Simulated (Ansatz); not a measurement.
**F$_{3}$HZr···HF: density, localisation and related maps**

Input file:

```
crystal:
  periodic: [false, false, false]
  atoms:
    - { symbol: Zr, position_ang: [0.0, 0.0, 0.0] }
    - { symbol: F, position_ang: [0.0, 0.0, 2.33] }
    - { symbol: F, position_ang: [1.8671, 0.0, -0.6593] }
    - { symbol: F, position_ang: [-0.9326, 1.6157, -0.6593] }
    - { symbol: F, position_ang: [-0.9326, -1.6157, -0.6593] }
    - { symbol: H, position_ang: [-2.0403, 0.0, 0.6779] }
    - { symbol: H, position_ang: [-1.4831, 0.0, 1.7078] }
basis:
  gaussian: { orbitals: def2-SVP }
hamiltonian:
  xc: r2scanh
  dispersion: d4
relax:
  f_tol: 0.15
  max_steps: 25
  restrain:
    - { distance: [0, 5], at: 1.85, k: 30.0 }
    - { distance: [6, 1], at: 0.92, k: 30.0 }
    - { distance: [0, 1], at: 3.18, k: 30.0 }
    - { distance: [6, 5], at: 1.86, k: 30.0 }
output:
  orbitals: {}
```

Run with:

```sh
ansatz run input.yaml --threads 4 --pin off --max-ram 5120MiB --backend cpu --events-out ev --progress --plain --runs-dir out
```

The fields are those of the run's last geometry, not of the input's.

Core potentials replace the inner electrons of Zr.

Level of theory: RKS r2SCANh-D4/def2-SVP (Ansatz 0.2.0).

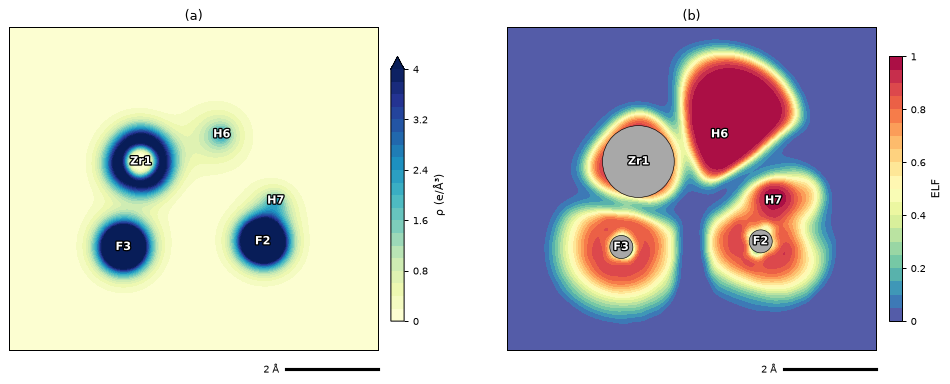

Figure 1. (a) electron density; (b) ELF on the plane of atoms F3, Zr1 and H6. Grey discs cover the atomic cores in the ELF map.

Q: What does the map show?

A:
- The plane passes through Zr, F and H nuclei.
- H6···H7 (1.86 Å): the density falls to about 0.12 e/Å³ on the way; the ELF dips to about 0.10 between them.
- Zr–F (1.89 Å): the density is about 0.94 e/Å³ at the midpoint; the ELF peaks at about 0.85 in the valence shell of F, 0.5 Å from its nucleus, and drops to about 0.25 between the two atoms.
- F–H (0.93 Å): ρ is about 4.6 e/Å³ halfway; the ELF climbs to about 0.95 towards the hydrogen, as it does in any bond to H (an ordinary covalent bond to hydrogen).
- Zr–H (1.86 Å): the density is about 0.95 e/Å³ at the midpoint; the ELF climbs to about 1 towards the hydrogen.
- The ELF also peaks beside F2, away from the bonds: lone-pair regions.

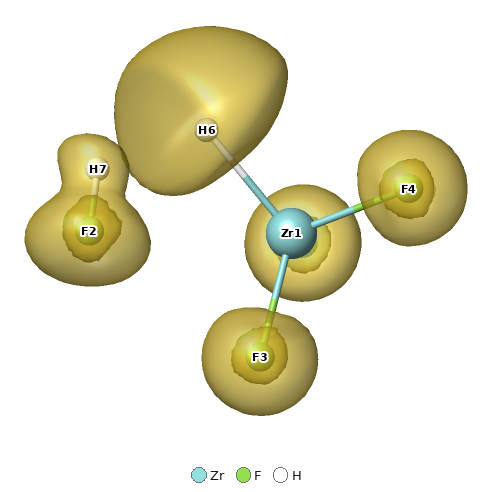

Figure 2. Isosurface of the electron localisation function at 0.75 (yellow), seen at a tilt. Only the valence region is drawn (cores and ρ < 0.01 e/Å³ removed).

Q: Describe the localisation domains.

A: The ELF exceeds this value in one region around a hydrogen nucleus, three regions wrapped around F (the valence shell of each) and one joined region spread over several atoms (F, H), in which their bonds and any lone pairs are merged.

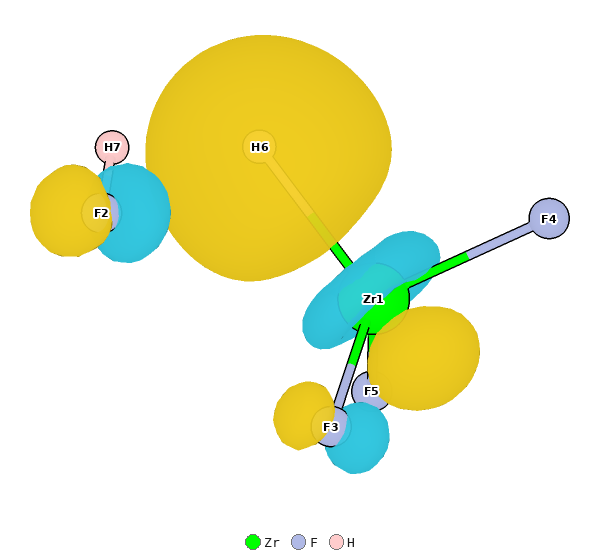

Figure 3. The HOMO at ±0.15 Å⁻³ᐟ² (yellow and cyan are the two phases), seen at an oblique angle.

Q: Where does this orbital lie, and at what energy?

A: It lies mainly on H6 (about 50 %), Zr1 (about 35 %) and F2 (about 5 %). Its energy is −8.63 eV.
